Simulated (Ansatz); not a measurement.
LiF (rock salt): frozen-phonon scan

Relaxed LiF (rock salt):

```
CELL_PARAMETERS angstrom
      0.00000     4.06787     4.06787
      2.03393     2.03393     4.06787
      2.03393     2.03393     0.00000
ATOMIC_POSITIONS crystal
  F  0.00000 0.00000 0.00000
  F  0.50000 0.00000 0.00000
  Li 0.00000 0.50000 0.50000
  Li 0.50000 0.50000 0.50000
```

A phonon eigenvector at X = (0.5, 0.5, 0.0) is frozen into this cell: atom i moves by Q times the vector below, so Q is the largest atomic displacement, in Å. The cell is held. It is one choice among 2 degenerate patterns. (q is in reciprocal vectors of the primitive cell; the cell shown is doubled to hold the pattern.)

| atom | x | y | z |
|---|---|---|---|
| F1 | 0.000 | 1.000 | 0.000 |
| F2 | 0.000 | -1.000 | 0.000 |
| Li3 | 0.000 | -0.420 | 0.000 |
| Li4 | 0.000 | 0.420 | 0.000 |

These are PBE (plane waves to 420 eV, PAW, scalar-relativistic; Ansatz, an electronic-structure program) values and carry that method's errors. k mesh 14×14×14 (Γ-centred), Fermi-Dirac smearing 0.05 eV. E stands for the smeared free energy. Compression counts positive. LiF was relaxed with its symmetry unable to fall. The zero of ΔE is the undisplaced structure.

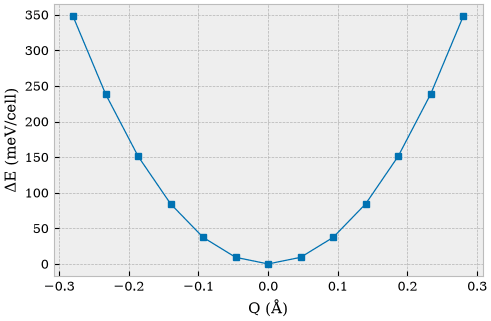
*ΔE (meV/cell) against Q (Å); one marker a computed point.*

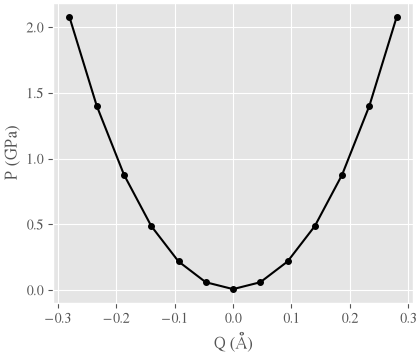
P (GPa) against Q (Å); computed points joined by lines.

The energy at Q = 0.280 Å is 348 meV/cell. Shape of the curve: a single well with its minimum at or next to zero displacement. Harmonic wavenumber from the curvature (finite differences): 239 cm⁻¹. Symmetry of the curve: even: the same for both signs. Space group of the distorted cell: Cmcm (No. 63), lowered from Fm-3m.

E″ = 8.53 eV/Å², M = Σ mᵢ|uᵢ|² = 40.4 u, ν̃ = 521.5·√(|E″|/M).

(For displaced atoms, the force is minus the slope of the energy, and its curvature is a force constant, which sets phonon frequencies.)
